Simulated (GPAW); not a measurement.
# Surface energy and work function of Al(111) from slabs of 3 to 12 layers (PBE)

How do energy and work function of Al(111) films settle with thickness, and what surface energy follows?

**Method.** GPAW 26.7.0, plane waves at 450 eV with PAW setups; symmetric 1×1 slabs cut at the tabulated lattice constant (two decimals; low-temperature values for the alkali metals), atoms at bulk places, 7.5 Å of vacuum on each side, one in-plane mesh for all thicknesses, Fermi-Dirac smearing of 0.1 eV. Energies are extrapolated to zero smearing and count from the program's reference atoms. Functional PBE. The cell's area is 7.102 Å².

The runs, one held back:

```
layers  energy (eV)  work function (eV)
     3     −10.5073                3.88
     4     −14.1966                4.05
     5     −17.9492                4.11
     6     −21.6977                4.05
     7     −25.4264                4.04
     8     −29.1764                4.09
     9     −32.9239                4.07
    10     −36.6533                4.03
    11     −40.3850                4.07
    12            ?                   ?
```

Q: What surface energy do these runs give, and what energy and work function should the 12-layer slab have?

Worked answer. A slab of n layers has E(n) = nε + 2Aγ once its middle is bulk-like. A line through n = 6 to 11 has the slope ε = −3.7390 eV a layer and the intercept 2Aγ = 0.7376 eV (r.m.s. residual 6.3 meV). So γ = 0.7376 / (2 × 7.102 Å²) = 0.0519 eV/Å² = 0.83 J/m², with a standard error of about 0.02 J/m² from the scatter about the line. For 12 layers: 0.7376 + 12 × (−3.7390) = −44.130 eV; the run gives −44.129 eV, 1.2 meV over the line. The work function has no such law: from 6 to 11 layers it moves between 4.03 and 4.09 eV (mean 4.06), and the 12-layer slab gives 4.07 eV. The thinnest slab, 3 layers, lies −0.18 eV from that mean. The values go up and down with thickness, as expected where levels confined across the film cross the Fermi level one by one. The measured value for this face is 4.32 eV (“Properties of real metallic surfaces: Effects of density functional semilocality and van der Waals nonlocality” (2017, arxiv:1702.08515)); the unrelaxed 12-layer slab lies 0.25 eV under it.

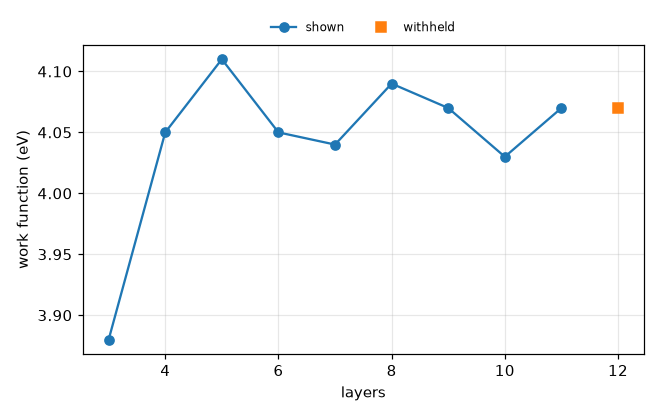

Work function against thickness.

Caveats: The surfaces are unrelaxed, so γ is an upper bound for this functional and lattice constant. The tabulated lattice constant isn't the functional's own, which strains the slab a little.

[Logs are printed without paths, hosts, clocks, repeated set-up lines and the standing remarks that a program may print on its own settings, such as how far it seeks lower states.]
